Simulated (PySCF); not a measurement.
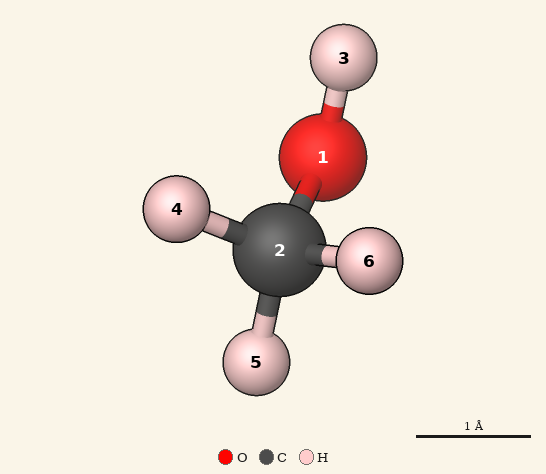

Atoms carry their numbers in the input. The computed structure is the end point of a PBE0-D4/def2-TZVP optimisation. No frequency run is at hand to confirm it as a minimum.

List the bonds and their lengths.

```json
{"bond": "O1–C2", "length (Å)": "1.409"}
{"bond": "O1–H3", "length (Å)": "0.959"}
{"bond": "C2–H4", "length (Å)": "1.097"}
{"bond": "C2–H5", "length (Å)": "1.090"}
{"bond": "C2–H6", "length (Å)": "1.097"}
```
